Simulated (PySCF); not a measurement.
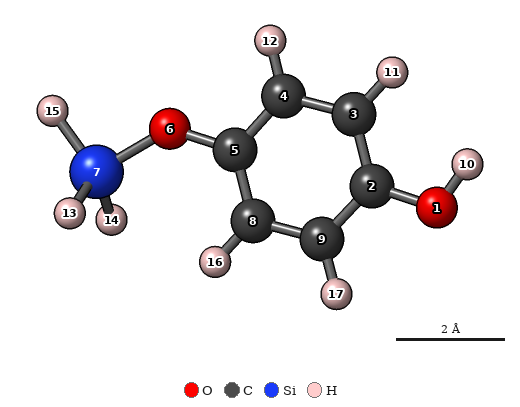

Fig. 1: The input geometry (ball-and-stick view, seen at a tilt; atoms are numbered from 1 in the order of the input). Bond lengths as drawn: C–C 1.37 to 1.43 Å, C–H 1.06 to 1.07 Å, C–O 1.34 to 1.35 Å, H–O 1.00 Å, H–Si 1.44 to 1.47 Å and O–Si 1.64 Å.

Geometry relaxation, with input and output: C₆H₈O₂Si

System: C₆H₈O₂Si, SMILES Oc1ccc(O[SiH3])cc1.
Method: PBE0-D3(BJ)/def2-SVP geometry optimisation, gas phase (PySCF 2.14.0).

It belongs to a series of runs on one base structure; here: H on C replaced by OSiH3.

The program's output
```
step   0  E = -672.49050173  max force = 0.058048
step   1  E = -672.49989672  max force = 0.004626
step   2  E = -672.50041250  max force = 0.003855
step   3  E = -672.50038607  max force = 0.005959
step   4  E = -672.50071308  max force = 0.001207
step   5  E = -672.50072036  max force = 0.002108
step   6  E = -672.50075605  max force = 0.000721
step   7  E = -672.50076964  max force = 0.000506
step   8  E = -672.50077059  max force = 0.000481
step   9  E = -672.50077380  max force = 0.000208
optimisation converged
```

Trajectory as extended XYZ (Å, eV, eV/Å), 10 frames, from step=0 to step=9
```
17
Properties=species:S:1:pos:R:3:forces:R:3 step=0 energy=-18299.39864
O    -3.4705   -0.7147    0.1791   -1.4585   1.1439  -0.0817
C    -2.1895   -0.3095    0.1941   -0.1048   0.2002   0.1005
C    -1.8216    1.0277    0.1466    2.3555   0.0871   0.1270
C    -0.4298    1.3748    0.1755   -2.9849  -0.4927  -0.1092
C     0.5125    0.3795    0.2343    1.1792   0.7364   0.0675
O     1.8046    0.7794    0.2633   -0.8349   0.4998  -0.0470
Si    3.2374   -0.0137    0.3315   -0.2761  -0.1894   0.0455
C     0.1455   -0.9433    0.2808   -1.5688  -0.2881   0.0904
C    -1.2083   -1.2869    0.2811    0.8784   0.2625  -0.2686
H    -4.0602    0.0877    0.1411    0.9237  -1.3068   0.0520
H    -2.5617    1.8040    0.1129   -0.5342   0.5589  -0.0681
H    -0.1531    2.4080    0.1538    0.3820   0.7006  -0.0229
H     3.3680   -0.8861   -0.8340    0.2474  -0.4323  -0.4745
H     3.3191   -0.8041    1.5638    0.1963  -0.3362   0.4415
H     4.1166    1.1242    0.3107    1.0249   0.4935   0.0104
H     0.8874   -1.7013    0.3446    0.7786  -0.8848   0.0340
H    -1.5130   -2.3138    0.2907   -0.2035  -0.7528   0.1031
17
Properties=species:S:1:pos:R:3:forces:R:3 step=1 energy=-18299.65429
O    -3.4922   -0.7542    0.1377    0.2198  -0.1110   0.0233
C    -2.2053   -0.3301    0.1967    0.0135  -0.0494  -0.0555
C    -1.8408    1.0173    0.1213    0.0098   0.1483   0.1350
C    -0.5006    1.3993    0.1822   -0.0891  -0.0266  -0.0825
C     0.5035    0.4338    0.2834   -0.0969  -0.0671   0.0023
O     1.7902    0.8507    0.3041    0.0546   0.1434   0.0385
Si    3.2415    0.0208    0.3503   -0.1272  -0.0035  -0.0453
C     0.1356   -0.9144    0.3574    0.2379  -0.0852   0.1209
C    -1.2007   -1.2922    0.3336   -0.1436  -0.0293  -0.1840
H    -4.0457   -0.0362   -0.1749   -0.1210   0.1706   0.0261
H    -2.6165    1.7891    0.0441    0.0523  -0.0687  -0.0260
H    -0.2155    2.4539    0.1429   -0.0141  -0.0634  -0.0257
H     3.3803   -0.8597   -0.8480    0.0098  -0.0176  -0.0039
H     3.3445   -0.8145    1.5823    0.0026  -0.0212   0.0332
H     4.2817    1.0799    0.3465    0.0343  -0.0074   0.0042
H     0.9090   -1.6874    0.4436   -0.0694   0.0693  -0.0136
H    -1.4894   -2.3451    0.3680    0.0266   0.0188   0.0531
17
Properties=species:S:1:pos:R:3:forces:R:3 step=2 energy=-18299.66832
O    -3.4760   -0.7570    0.1645    0.0233  -0.0765  -0.0883
C    -2.1888   -0.3366    0.1831   -0.1361   0.0247   0.0387
C    -1.8467    1.0167    0.1200    0.1506  -0.0586  -0.0045
C    -0.5097    1.3988    0.1522    0.0337   0.1174   0.0141
C     0.5034    0.4444    0.2611   -0.0347  -0.1531   0.0072
O     1.7860    0.8730    0.2957    0.0727   0.1982   0.0016
Si    3.2207    0.0186    0.3676   -0.0209  -0.0526  -0.0065
C     0.1580   -0.9098    0.3327   -0.0285   0.0719  -0.0161
C    -1.1775   -1.2949    0.2886   -0.0837  -0.0462  -0.0054
H    -4.0464   -0.0156   -0.0644    0.0186  -0.0146   0.0672
H    -2.6291    1.7793    0.0532    0.0067  -0.0177  -0.0184
H    -0.2308    2.4527    0.1017    0.0206   0.0031  -0.0014
H     3.3596   -0.8807   -0.8176    0.0018  -0.0022   0.0008
H     3.2889   -0.8073    1.6110    0.0007   0.0011   0.0028
H     4.2888    1.0510    0.3691    0.0021  -0.0028   0.0003
H     0.9373   -1.6727    0.4217   -0.0248   0.0058  -0.0110
H    -1.4583   -2.3489    0.3312   -0.0022   0.0020   0.0188
17
Properties=species:S:1:pos:R:3:forces:R:3 step=3 energy=-18299.66760
O    -3.4588   -0.7865    0.1724   -0.1056   0.2274  -0.1116
C    -2.1811   -0.3425    0.1708    0.1323  -0.1055   0.0981
C    -1.8300    1.0105    0.1170   -0.3064   0.1092  -0.1278
C    -0.5037    1.4231    0.1344   -0.0096  -0.2457   0.0835
C     0.5065    0.4677    0.2464    0.0358  -0.0391  -0.0089
O     1.7883    0.9042    0.2914    0.0477   0.0868  -0.0194
Si    3.1984    0.0119    0.3815    0.0862  -0.0978   0.0296
C     0.1638   -0.8875    0.3097   -0.0262  -0.0321  -0.0750
C    -1.1663   -1.2967    0.2548    0.1474   0.1349   0.1159
H    -4.0526   -0.0379    0.0390    0.0465  -0.0890   0.0412
H    -2.6189    1.7634    0.0483   -0.0758   0.0576  -0.0050
H    -0.2335    2.4780    0.0769   -0.0112   0.0161   0.0154
H     3.3229   -0.9050   -0.7925   -0.0019   0.0123   0.0033
H     3.2310   -0.8046    1.6343    0.0025   0.0165  -0.0199
H     4.3007    1.0086    0.3846   -0.0192   0.0063  -0.0040
H     0.9473   -1.6430    0.3962    0.0497  -0.0519   0.0000
H    -1.4344   -2.3531    0.3060    0.0079  -0.0061  -0.0153
17
Properties=species:S:1:pos:R:3:forces:R:3 step=4 energy=-18299.67650
O    -3.4627   -0.7818    0.1524   -0.0188   0.0599  -0.0520
C    -2.1844   -0.3392    0.1732    0.0444  -0.0186   0.0352
C    -1.8419    1.0156    0.1144   -0.0209  -0.0364  -0.0441
C    -0.5084    1.4105    0.1494    0.0002   0.0167   0.0130
C     0.5096    0.4615    0.2554   -0.0101  -0.0427  -0.0072
O     1.7916    0.9030    0.2949   -0.0392   0.0611  -0.0108
Si    3.2046    0.0123    0.3764    0.0539  -0.0564   0.0155
C     0.1683   -0.8938    0.3154   -0.0621   0.0360  -0.0246
C    -1.1657   -1.2892    0.2693    0.0538  -0.0243   0.0518
H    -4.0545   -0.0333    0.0218    0.0107  -0.0168   0.0278
H    -2.6289    1.7713    0.0343   -0.0072   0.0223   0.0063
H    -0.2346    2.4652    0.0972   -0.0003   0.0207   0.0075
H     3.3248   -0.9020   -0.7996   -0.0027   0.0062   0.0010
H     3.2480   -0.8039    1.6280   -0.0008   0.0064  -0.0090
H     4.3019    1.0141    0.3730   -0.0085   0.0047  -0.0027
H     0.9489   -1.6543    0.3967    0.0107  -0.0288   0.0033
H    -1.4367   -2.3451    0.3190   -0.0029  -0.0100  -0.0111
17
Properties=species:S:1:pos:R:3:forces:R:3 step=5 energy=-18299.67670
O    -3.4633   -0.7684    0.1412   -0.0035  -0.1012  -0.0136
C    -2.1794   -0.3440    0.1738   -0.1084   0.0555  -0.0058
C    -1.8409    1.0114    0.1123    0.0932  -0.0003  -0.0008
C    -0.5084    1.4089    0.1539   -0.0448  -0.0189  -0.0091
C     0.5073    0.4566    0.2560    0.0045   0.0369  -0.0002
O     1.7879    0.9041    0.2936    0.0003  -0.0246  -0.0011
Si    3.2035    0.0143    0.3745    0.0210  -0.0152   0.0038
C     0.1662   -0.8989    0.3151    0.0578  -0.0068   0.0051
C    -1.1655   -1.2993    0.2748   -0.0381   0.0696   0.0007
H    -4.0453   -0.0100    0.0306    0.0070   0.0076   0.0162
H    -2.6291    1.7667    0.0300    0.0012  -0.0093   0.0071
H    -0.2346    2.4644    0.1063    0.0044  -0.0065   0.0019
H     3.3230   -0.9005   -0.8009   -0.0014   0.0007  -0.0011
H     3.2511   -0.7990    1.6270   -0.0015  -0.0009  -0.0008
H     4.2965    1.0203    0.3667   -0.0003   0.0018  -0.0010
H     0.9475   -1.6601    0.3942    0.0069   0.0015   0.0029
H    -1.4370   -2.3555    0.3222    0.0019   0.0097  -0.0043
17
Properties=species:S:1:pos:R:3:forces:R:3 step=6 energy=-18299.67767
O    -3.4623   -0.7756    0.1417    0.0034  -0.0365  -0.0161
C    -2.1813   -0.3420    0.1736   -0.0371   0.0194   0.0000
C    -1.8414    1.0132    0.1123    0.0264  -0.0023  -0.0039
C    -0.5091    1.4109    0.1537   -0.0041  -0.0032  -0.0073
C     0.5086    0.4606    0.2557    0.0050   0.0117   0.0013
O     1.7903    0.9050    0.2935   -0.0150  -0.0002  -0.0035
Si    3.2036    0.0111    0.3746    0.0145  -0.0096   0.0029
C     0.1679   -0.8947    0.3149    0.0170  -0.0080   0.0027
C    -1.1644   -1.2938    0.2744   -0.0107   0.0210   0.0046
H    -4.0495   -0.0211    0.0319    0.0004   0.0073   0.0155
H    -2.6294    1.7687    0.0301    0.0017  -0.0024   0.0063
H    -0.2364    2.4667    0.1060    0.0007  -0.0026   0.0014
H     3.3207   -0.9038   -0.8008   -0.0012   0.0009  -0.0011
H     3.2487   -0.8023    1.6271   -0.0013  -0.0005  -0.0008
H     4.2993    1.0143    0.3670   -0.0007   0.0016  -0.0009
H     0.9490   -1.6562    0.3939    0.0009   0.0011   0.0025
H    -1.4347   -2.3502    0.3218    0.0001   0.0024  -0.0038
17
Properties=species:S:1:pos:R:3:forces:R:3 step=7 energy=-18299.67804
O    -3.4615   -0.7788    0.1400   -0.0035  -0.0055  -0.0074
C    -2.1820   -0.3409    0.1719    0.0096   0.0039   0.0032
C    -1.8411    1.0141    0.1116   -0.0019  -0.0034  -0.0039
C    -0.5085    1.4109    0.1517   -0.0063  -0.0018  -0.0009
C     0.5096    0.4608    0.2528    0.0125   0.0260   0.0030
O     1.7908    0.9072    0.2908   -0.0037  -0.0228  -0.0033
Si    3.2029    0.0103    0.3750    0.0048   0.0050   0.0011
C     0.1694   -0.8946    0.3116   -0.0065   0.0087  -0.0040
C    -1.1637   -1.2913    0.2710   -0.0005  -0.0139   0.0048
H    -4.0521   -0.0238    0.0541   -0.0022   0.0038   0.0060
H    -2.6286    1.7703    0.0315    0.0019   0.0001   0.0031
H    -0.2355    2.4666    0.1050    0.0007  -0.0015   0.0008
H     3.3190   -0.9071   -0.7986   -0.0004   0.0004  -0.0011
H     3.2451   -0.8003    1.6293   -0.0008  -0.0010  -0.0008
H     4.3000    1.0121    0.3660    0.0001   0.0001  -0.0004
H     0.9498   -1.6570    0.3906   -0.0016   0.0033   0.0009
H    -1.4340   -2.3478    0.3171   -0.0019  -0.0012  -0.0013
17
Properties=species:S:1:pos:R:3:forces:R:3 step=8 energy=-18299.67807
O    -3.4605   -0.7810    0.1399   -0.0041   0.0011   0.0003
C    -2.1815   -0.3416    0.1719    0.0031   0.0012   0.0013
C    -1.8421    1.0138    0.1119   -0.0015  -0.0055   0.0005
C    -0.5100    1.4127    0.1508    0.0218   0.0183   0.0024
C     0.5104    0.4650    0.2507   -0.0061  -0.0114   0.0039
O     1.7927    0.9084    0.2882   -0.0201  -0.0049  -0.0049
Si    3.2027    0.0077    0.3738   -0.0049   0.0111  -0.0004
C     0.1701   -0.8903    0.3093    0.0023  -0.0247  -0.0011
C    -1.1620   -1.2909    0.2699    0.0067   0.0111  -0.0012
H    -4.0525   -0.0254    0.0691   -0.0009  -0.0001   0.0002
H    -2.6305    1.7692    0.0337    0.0022  -0.0004   0.0003
H    -0.2390    2.4690    0.1046   -0.0025   0.0033  -0.0002
H     3.3168   -0.9107   -0.7992    0.0006   0.0005  -0.0010
H     3.2416   -0.8022    1.6287    0.0003  -0.0006  -0.0006
H     4.3022    1.0068    0.3646    0.0000  -0.0003  -0.0001
H     0.9514   -1.6517    0.3880    0.0020  -0.0006  -0.0003
H    -1.4303   -2.3480    0.3154    0.0011   0.0017   0.0009
17
Properties=species:S:1:pos:R:3:forces:R:3 step=9 energy=-18299.67816
O    -3.4615   -0.7797    0.1405   -0.0007   0.0015   0.0003
C    -2.1820   -0.3414    0.1724    0.0039   0.0005   0.0011
C    -1.8415    1.0137    0.1124   -0.0040   0.0002   0.0006
C    -0.5091    1.4116    0.1511    0.0042   0.0011   0.0021
C     0.5098    0.4623    0.2508    0.0004   0.0039   0.0028
O     1.7914    0.9069    0.2878    0.0002  -0.0107  -0.0031
Si    3.2035    0.0095    0.3729   -0.0049   0.0084  -0.0001
C     0.1694   -0.8931    0.3094   -0.0010  -0.0048  -0.0015
C    -1.1633   -1.2916    0.2702    0.0005   0.0002  -0.0012
H    -4.0529   -0.0236    0.0696    0.0004  -0.0005   0.0005
H    -2.6292    1.7697    0.0344    0.0002  -0.0002   0.0001
H    -0.2371    2.4676    0.1050   -0.0008   0.0000   0.0001
H     3.3195   -0.9085   -0.8002    0.0004   0.0003  -0.0011
H     3.2445   -0.8004    1.6277    0.0002  -0.0008  -0.0006
H     4.3007    1.0111    0.3636    0.0003  -0.0004  -0.0001
H     0.9502   -1.6550    0.3879    0.0007   0.0012  -0.0006
H    -1.4328   -2.3483    0.3157    0.0001  -0.0001   0.0008
```

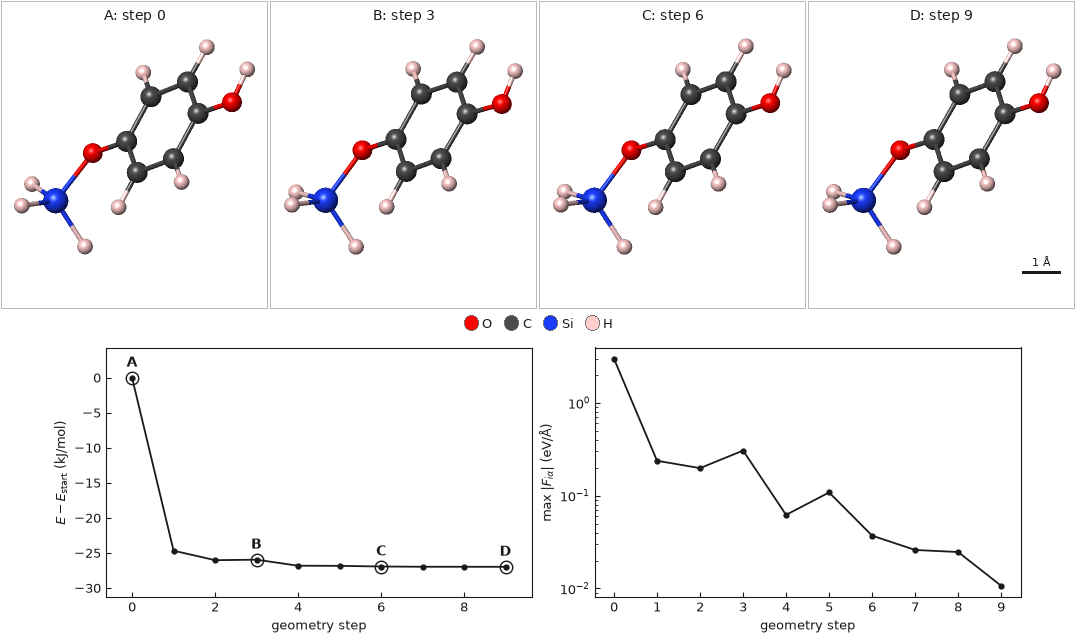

Fig. 2: Frames of the relaxation (ball-and-stick view, seen at a tilt) above the curves, on which the letters mark them (steps are counted from 0).

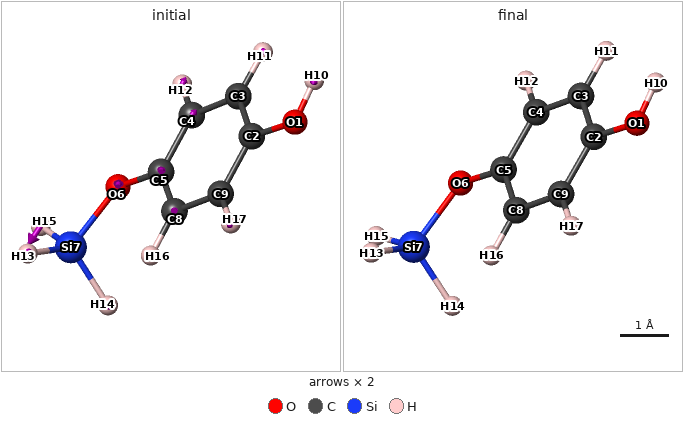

Fig. 3: Before (left) and after (right) the relaxation, at one scale (ball-and-stick view, seen at a tilt). The pink arrows give the displacements, magnified 2 times. The largest move after the best rigid fit is that of H15, 0.25 Å. By element the largest moves are H 0.25 Å, O 0.11 Å, C 0.08 Å, Si 0.03 Å. Among the contacts that change: Si7–H15 1.438 → 1.486 Å, C3–C4 1.435 → 1.391 Å, O6–Si7 1.639 → 1.675 Å, O1–H10 0.997 → 0.963 Å. Among the angles that change: O6–Si7–H15 98.7° → 105.1°, C5–O6–Si7 133.8° → 128.5°, H13–Si7–H15 114.0° → 110.6°. After 9 geometry steps the energy has fallen by 27.0 kJ/mol. The largest force component goes from 3 to 0.011 eV/Å. (Atoms are counted from 1 in the order of the input.)

This output came from the following input.

The input
```
{"job": {"xc": "PBE0", "basis": "def2-SVP", "d3": "d3bj", "grid": 1, "shake": 0.01, "kind": "geom"}, "charge": 0, "multiplicity": 1}
O     -3.470500    -0.714750     0.179070
C     -2.189470    -0.309520     0.194100
C     -1.821630     1.027750     0.146590
C     -0.429770     1.374780     0.175510
C      0.512490     0.379460     0.234320
O      1.804550     0.779390     0.263310
Si     3.237350    -0.013650     0.331500
C      0.145540    -0.943330     0.280770
C     -1.208280    -1.286900     0.281130
H     -4.060250     0.087650     0.141120
H     -2.561700     1.804040     0.112870
H     -0.153090     2.407990     0.153790
H      3.368010    -0.886120    -0.834030
H      3.319120    -0.804090     1.563800
H      4.116650     1.124180     0.310700
H      0.887440    -1.701280     0.344560
H     -1.512970    -2.313770     0.290730
```

The first line tells a small driver script what to run in PySCF; the rest is the geometry in Å.

Launched with:
```bash
OMP_NUM_THREADS=1 python <driver script> task.json out
```

Summary

| quantity | value |
| --- | --- |
| outcome | converged |
| total energy | −672.500774 hartree |
| dipole moment | 0.69 D |
| point group | Cs |
| hardware | 1 CPU thread, shared host |
| wall time | 2.2 min |
| peak memory | 0.7 GiB |
